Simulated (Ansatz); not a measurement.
## Phonon-limited resistivity of CoPtO2 (R-3m)

The plan: relax CoPtO2 (R-3m), check its phonons, and, if the lattice is stable, compute its Eliashberg function and ρ(T).

Method: DFT PBE, scalar-relativistic, plane waves, PAW, in Ansatz 0.2.0.

Experimental background.

“Nearly-free electrons in a 5d delafossite oxide metal” (2015, arxiv:1510.02439) reports for PtCoO2, by four-probe a.c. transport (single crystal microstructured by focused ion beam): in-plane resistivity at 300 K (in-plane resistivity at room temperature) 2.1 μΩ cm.

Report form: the programs' logs are mostly left out.

## Step 1: The structure

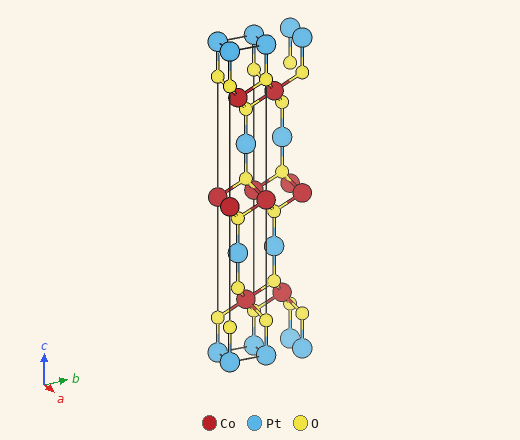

The starting structure, seen slightly off an axis (cobalt red, platinum blue, oxygen yellow). 1×2×1 cells are drawn. This picture shows the conventional cell, with its axes. Some periodic images of atoms are drawn too.

Coordinates:

```cif
data_structure
_symmetry_space_group_name_H-M 'R-3m:H'
_symmetry_Int_Tables_number 166
_cell_length_a 2.8245
_cell_length_b 2.8245
_cell_length_c 17.8182
_cell_angle_alpha 90.000
_cell_angle_beta 90.000
_cell_angle_gamma 120.000
_cell_volume 123.11
loop_
_atom_site_label
_atom_site_type_symbol
_atom_site_symmetry_multiplicity
_atom_site_Wyckoff_symbol
_atom_site_fract_x
_atom_site_fract_y
_atom_site_fract_z
_atom_site_occupancy
Co1 Co 3 b 0.33333 0.66667 0.16667 1
Pt1 Pt 3 a 0.00000 0.00000 0.00000 1
O1 O 6 c 0.66667 0.33333 0.22109 1
```

## Step 2: Relaxation

The structure is brought to rest under this functional.

input.yaml reads:

```yaml
crystal:
  lattice:
    - [1.4122699173, 0.8153744169, 5.9393891094]
    - [-1.4122699173, 0.8153744169, 5.9393891094]
    - [0.0, -1.6307488338, 5.9393891094]
  atoms:
    - { symbol: Co, position: [0.5, 0.5, 0.5] }
    - { symbol: Pt, position: [0.0, 0.0, 0.0] }
    - { symbol: O, position: [0.88775597, 0.88775597, 0.88775597] }
    - { symbol: O, position: [0.11224403, 0.11224403, 0.11224403] }
kpoints:
  mp_grid: { grid: [12, 12, 12] }
hamiltonian:
  xc: pbe
scf:
  occupations: { method: gaussian, width: 0.1 }
output:
  forces: true
  stress: true
  eigenvalues: true
  write_density: true
  write_potential: true
  elf: true
  volumetric_format: npy
relax:
  adjacent_minimum: "off"
  f_tol: 0.005
  max_steps: 80
  cell: { stress_tol: 0.05 }
```

Run with:

```bash
ansatz run input.yaml --threads 4 --pin off --max-ram 16384MiB --backend cpu --events-out ev --progress --plain --runs-dir out
```

Elapsed: 23 s, on 4 threads of Arm Neoverse V2, shared host; peak memory 0.53 GiB.

This run has no spin polarisation although its electron count is odd.

Step by step:

```tsv
step	energy less that of the first step (eV)	largest force component (eV/Å)	pressure (GPa)	volume (Å³)
1	0.0000	0.0378	6.30	41.04
2	-0.0141	0.1360	1.71	41.80
3	-0.0150	0.0692	0.23	42.04
4	-0.0151	0.0058	0.00	42.07
5	-0.0151	0.0002	0.00	42.07
6*	-0.0201	0.0010	0.20	42.07
7	-0.0200	0.0002	0.01	42.10
8*	-0.0202	0.0001	0.01	42.10
```

Relaxation steps marked * repeat the geometry before them on a plane-wave basis chosen anew for their cell, so energy and pressure can jump there.

The run keeps the 12 symmetry operations that it works with, so distortions that break them were not tested.

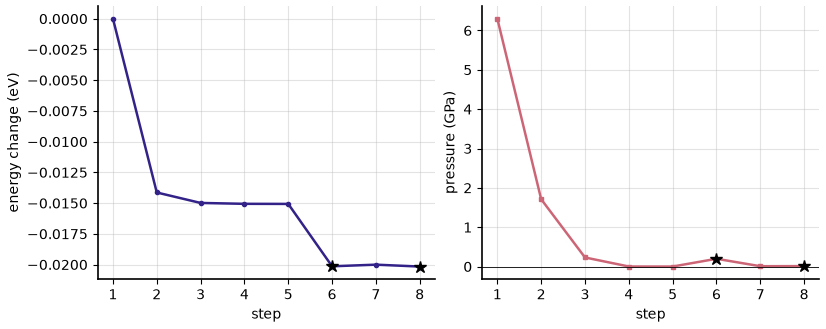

Energy and pressure along the relaxation. Stars mark steps on a basis chosen anew.

```tsv
conventional cell, symmetrised	before	after	change
a (Å)	2.825	2.853	+1.0 %
b (Å)	2.825	2.853	+1.0 %
c (Å)	17.818	17.921	+0.6 %
volume (Å³/atom)	10.26	10.53	+2.6 %
```

Final coordinates:

```xyz
4
Lattice="1.4264 0.8235 5.9737 -1.4264 0.8235 5.9737 0.0000 -1.6471 5.9737" Properties=species:S:1:pos:R:3 pbc="T T T"
Co    0.0000    0.0000    8.9606
Pt    0.0000    0.0000    0.0000
O     0.0000    0.0000   15.9075
O     0.0000    0.0000    2.0137
```

Numbers from this step:

* pressure: 0.01130 GPa
* volume per atom: 10.53 Å³
* metallic on mesh: yes
* gap on the k-mesh: 0 eV

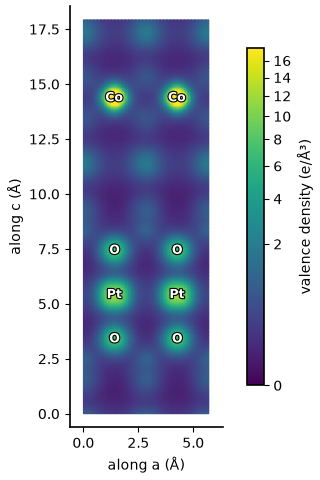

Valence density in the ac plane of the conventional cell at fractional y = 0.000, with atoms of Co and Pt and O within 0.2 Å of it. It is the smooth field of the valence electrons, not physical close to the nuclei. The map starts off the cell's origin, so that atoms lie inside it. The colour scale is stretched toward low values.

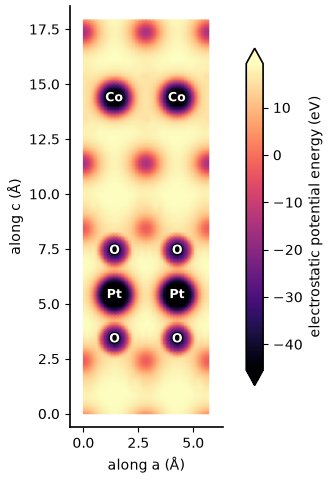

Electrostatic potential energy in the ac plane of the conventional cell at fractional y = 0.000, with atoms of Co and Pt and O within 0.2 Å of it. With pseudopotentials it is smooth inside the atoms' cores, unlike the true potential. The map starts off the cell's origin, so that atoms lie inside it.

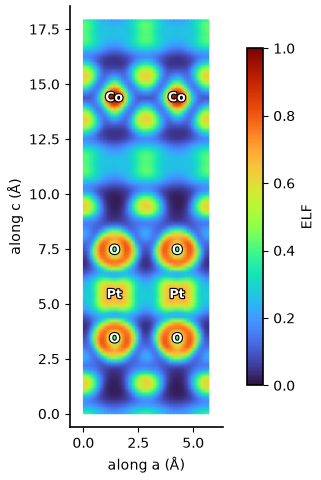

ELF in the ac plane of the conventional cell at fractional y = 0.000, with atoms of Co and Pt and O within 0.2 Å of it. It is the smooth field of the valence electrons, not physical close to the nuclei. The map starts off the cell's origin, so that atoms lie inside it.

The largest force is now 1.4e-4 eV/Å and the largest stress component 0.015 GPa.

## Step 3: Tight relaxation

Residual forces and stress shift phonon frequencies, so the cell is relaxed again, with tight thresholds and the mesh and smearing of this input.

input.yaml reads:

```yaml
crystal:
  lattice:
    - [1.4264126123, 0.8235397057, 5.9737343069]
    - [-1.4264126123, 0.8235397057, 5.9737343069]
    - [0.0, -1.6470794113, 5.9737343069]
  atoms:
    - { symbol: Co, position: [0.5, 0.5, 0.5] }
    - { symbol: Pt, position: [0.0, 0.0, 0.0] }
    - { symbol: O, position: [0.8876363433, 0.8876363433, 0.8876363433] }
    - { symbol: O, position: [0.1123636567, 0.1123636567, 0.1123636567] }
kpoints:
  mp_grid: { grid: [12, 12, 12] }
hamiltonian:
  xc: pbe
scf:
  occupations: { method: methfessel_paxton, width: 0.2 }
output:
  forces: true
  stress: true
  eigenvalues: true
relax:
  adjacent_minimum: "off"
  f_tol: 0.001
  max_steps: 60
  cell: { stress_tol: 0.01 }
```

It took 14 s on 4 threads; peak memory 0.52 GiB; 55 s of CPU time.

Little changed from the start: no atom moved by 0.005 Å and no cell edge by 0.1 %.

Numbers from this step:

```
pressure : -0.002098 GPa
```

The largest force is now 2.9e-6 eV/Å and the largest stress component 0.0024 GPa, small enough for phonons.

## Step 4: Phonons: q 2×2×2, k 6×6×6

Before any scattering is computed, the phonons show whether the structure is a minimum.

input.yaml reads:

```yaml
crystal:
  lattice:
    - [1.4266605111, 0.8236828302, 5.9721940425]
    - [-1.4266605111, 0.8236828302, 5.9721940425]
    - [0.0, -1.6473656603, 5.9721940425]
  atoms:
    - { symbol: Co, position: [0.5, 0.5, 0.5] }
    - { symbol: Pt, position: [0.0, 0.0, 0.0] }
    - { symbol: O, position: [0.8876309617, 0.8876309617, 0.8876309617] }
    - { symbol: O, position: [0.1123690383, 0.1123690383, 0.1123690383] }
kpoints:
  mp_grid: { grid: [6, 6, 6] }
hamiltonian:
  xc: pbe
scf:
  occupations: { method: methfessel_paxton, width: 0.2 }
output:
  eigenvalues: true
phonons:
  method: dfpt
  qmesh: [2, 2, 2]
  temperatures: { t_max: 1000, t_step: 50 }
  qpath:
    path:
      - [[0.0, 0.0, 0.0], [0.5, 0.5, 0.5], [0.82065212, 0.17934788, 0.5]]
      - [[0.5, -0.17934788, 0.17934788], [0.5, 0.0, 0.0], [0.0, 0.0, 0.0], [0.33967394, -0.33967394, 0.0]]
      - [[0.66032606, 0.0, 0.33967394], [0.5, 0.0, 0.5], [0.0, 0.0, 0.0]]
    npoints: 10
```

The job ended after 2.3 min (4 threads; peak memory 0.89 GiB).

This step gave:

```
zero point energy                                                              : 0.2972 eV/cell
share of imaginary modes in the plain interpolation between solved wavevectors : 0
highest frequency, solved or plainly interpolated                              : 675.5 cm⁻¹
Debye temperature (second moment)                                              : 832 K
```

Solved on the 2×2×2 mesh alone; all other wavevectors are interpolated. Phonon branches along the path, in cm⁻¹:

```tsv
point	branch 1	branch 2	branch 3	branch 4	branch 9	branch 10	branch 11	branch 12
Γ	0	0	0	159	645	645	669	673
T	87	87	89	89	609	609	662	675
H2	146	147	170	310	558	587	641	644
jump to H0	146	147	170	310	558	587	641	644
L	116	164	169	274	557	575	617	672
Γ	0	0	0	159	645	645	669	673
S0	146	148	170	310	556	586	643	643
jump to S2	146	148	170	310	556	586	643	643
F	112	154	169	281	576	615	624	676
Γ	0	0	0	159	645	645	669	673
```

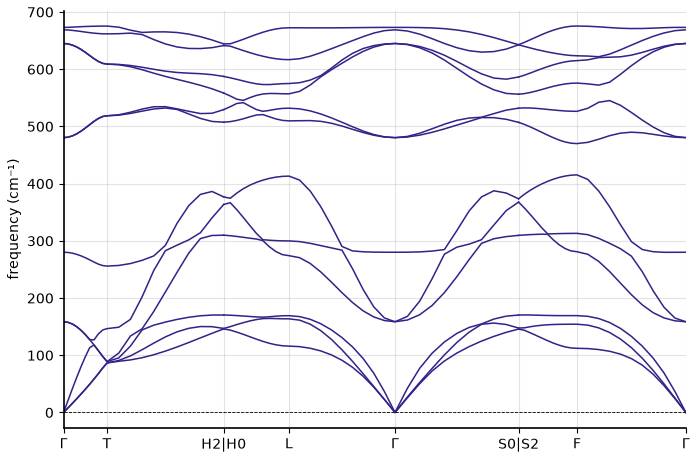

Phonon branches along the path.

Lowest modes at the softest wavevector of the mesh. The modes at q = (0.500, 0.500, 0.500) (shares of kinetic energy by element, %):

```tsv
mode	frequency (cm⁻¹)	Co %	Pt %	O %
1	86.6	70	0	30
2	86.6	70	0	30
3	88.9	0	99	1
4	88.9	0	99	1
5	146.6	0	97	3
6	255.9	84	0	16
```

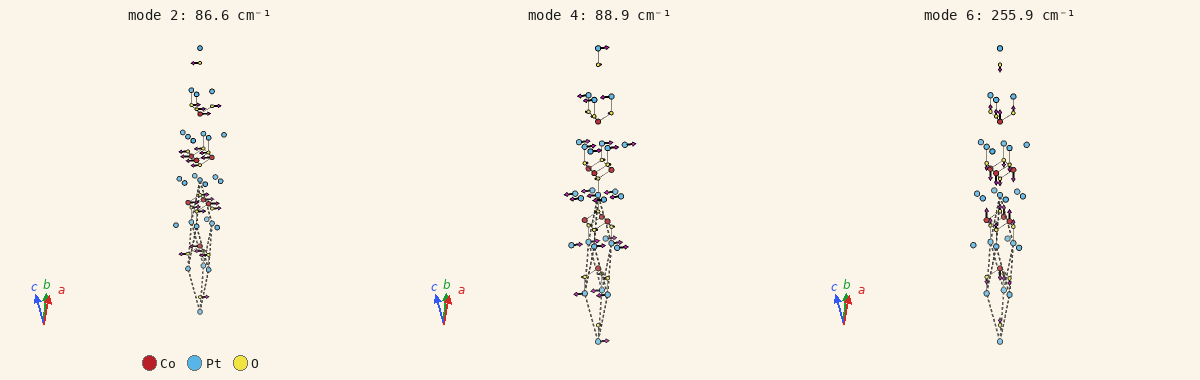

Displacement patterns of modes 2, 4 and 6 at q = (0.500, 0.500, 0.500); arrows are exaggerated. Bonds to atoms that aren't drawn are left out. 2×2×2 cells are drawn. The axes are those of the cell as run, not the conventional ones. Some periodic images of atoms are drawn too.

Among the solved wavevectors the lowest mode, translations apart, is 86.6 cm⁻¹, so these are real on this k mesh.

## Step 5: Coupling and resistivity: q 2×2×2, k 6×6×6, scattering 12×12×12

A first run on coarse meshes.

Changes to input.yaml since step 4:

```diff
@@ -28 +28,6 @@
     npoints: 10
+  electrical_resistivity:
+    mesh: [12, 12, 12]
+    temperatures: [20.0, 50.0, 80.0, 100.0, 150.0, 200.0, 273.0, 300.0, 400.0, 500.0, 600.0, 800.0]
+  superconductivity: { mesh: [12, 12, 12], eliashberg_equations: false }
+  electron_occupations: "off"
```

Wall time 3.9 min (4 threads); peak memory 1.1 GiB.

This step gave:

| Item | Value |
| --- | --- |
| resistivity at 300 K | 58.99 μΩ cm, mean of the axes |
| coupling constant λ | 0.0701 |
| density of states at the Fermi level | 0.3032 states/eV a spin and cell |
| log mean phonon energy ħω_log | 17.49 meV |
| transport coupling constant λ_tr | 0.08425, 0.08425, 0.0522 (xx, yy, zz) |
| Drude plasma energy | 5.331, 5.331, 0.5095 eV (xx, yy, zz) |
| resistivity times mean free path | 13.02, 13.02, 621.8 × 10⁻¹⁶ Ω m² (xx, yy, zz) |
| second-moment phonon energy ħω₂ | 24.55 meV |

The Eliashberg function α²F has structure finer than the step of the table below, so its rows give means over 5 meV, whole bins alone (the curve runs from 0.327 to 83.4 meV). Peaks (meV: height): α²F 15.4: 0.0968, 18.6: 0.0735; α²F tr 15.4: 0.122, 18.6: 0.0481.

Eliashberg function α²F against phonon energy; means over each step:

```tsv
phonon energy (meV)	α²F	α²F tr
5	3.3e-4	2.8e-4
10	0.00685	0.00815
15	0.0617	0.0693
20	0.0298	0.0223
25	5.3e-4	6.6e-4
30	0.00120	0.00146
35	0.00610	0.00721
40	0.00218	0.00272
45	9.8e-4	0.00101
50	0.00150	0.00183
55	0	0
60	0.00128	0.00136
65	0.00366	0.00446
70	0.00303	0.00406
75	0.00478	0.00588
80	0.00872	0.01000
```

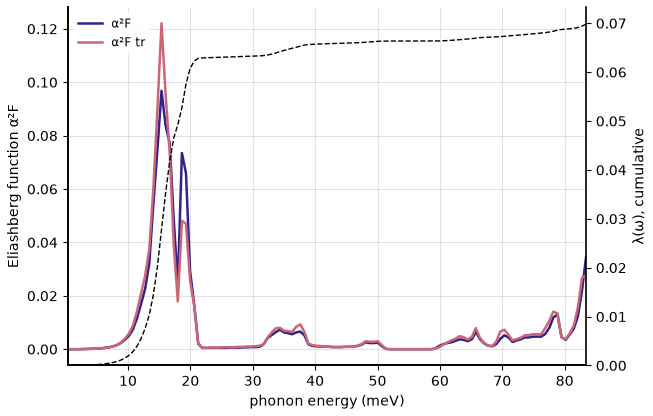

Eliashberg function α²F, plotted against phonon energy. The dashed line is the running λ.

Resistivity, by row:

```tsv
T (K)	ρ_xx (μΩ cm)	ρ_yy	ρ_zz	ρ by Ziman's lowest order, mean	ρ by relaxation times, mean	within 2 % of the coarser mesh
20	0.004499	0.004499	0.2421	0.2592	0.08615	no
50	0.2818	0.2818	11.68	7.236	4.12	no
80	0.7292	0.7292	31.61	17.93	11.11	no
100	1.018	1.018	45.41	24.79	15.94	no
150	1.709	1.709	79.62	40.15	27.84	no
200	2.395	2.395	112.8	53.34	39.31	no
273	3.371	3.371	155.7	69.65	54.12	no
300	3.726	3.726	169.5	75.02	58.89	no
400	5.047	5.047	212.4	93.06	73.75	no
500	6.463	6.463	246.8	109.9	85.8	no
600	7.843	7.843	274.7	127.4	95.64	no
800	10.83	10.83	324.9	161.9	113.6	no
```

By its own test the run is not converged in the mesh. λ = 0.0701 and 59.0 μΩ cm at 300 K. The run's own test puts 306 % between its two finest meshes on the component of the resistivity at 300 K that moves most, so it is not converged. By the run's own test λ moves by 110 % between its two finest scattering meshes.

(Continued in part 2 of 2.)

[Logs are printed without paths, hosts, clocks, repeated set-up lines and the standing remarks that a program may print on its own settings, such as how far it seeks lower states.]

[Hosts, paths, dates, database ids (printed as entryN), source tags and the programs' standing remarks are cut or masked in the printed files.]
